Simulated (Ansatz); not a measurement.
| atom | x (Å) | y (Å) | z (Å) |
| --- | --- | --- | --- |
| Ge | 0.2146 | -0.1259 | -0.2494 |
| H | 1.0550 | 0.1096 | 1.0183 |
| H | -0.8828 | -1.1759 | -0.0001 |
| H | -0.3868 | 1.1922 | -0.7688 |

Geometry: PBE0-D4/def2-TZVP.

All numbers below come from UKS PBE0-D4/def2-TZVPP in Ansatz.

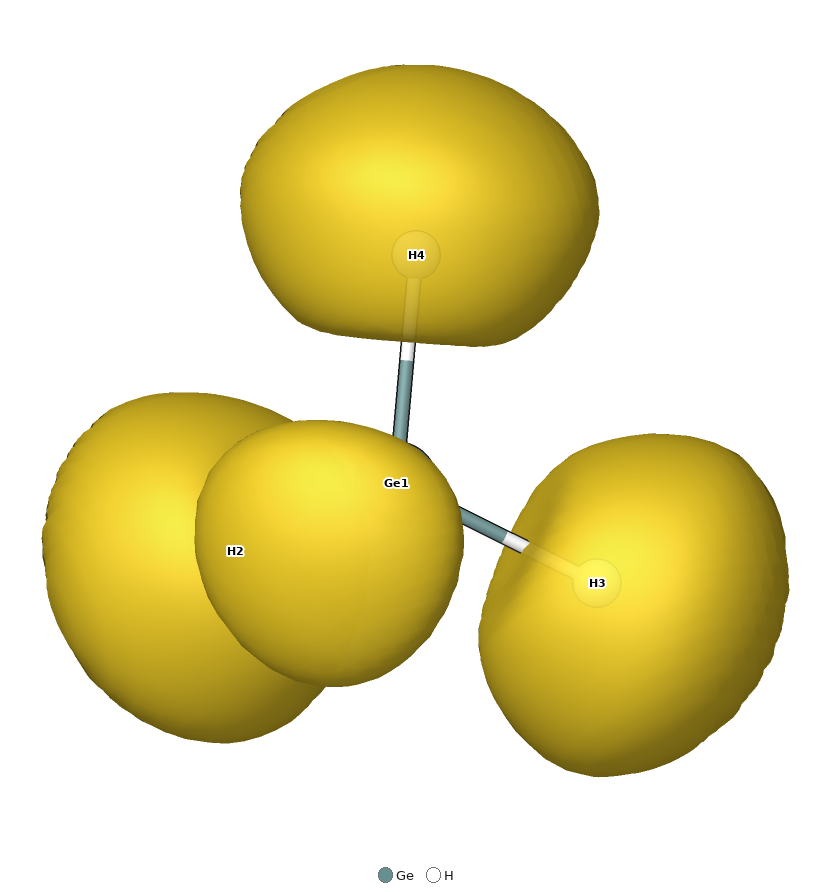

GeH3 (SMILES [GeH3]) (doublet). Isosurface of the ELF at 0.75 (yellow), seen at a tilt. Core shells and regions of very low density are left out.

> Describe the localisation domains.

The surface consists of three regions around hydrogen nuclei and one lobe on Ge, pointing away from the bonds (non-bonding electrons). Profiles from the grid: Ge–H (1.54 Å): the ELF climbs to about 1 towards the hydrogen.
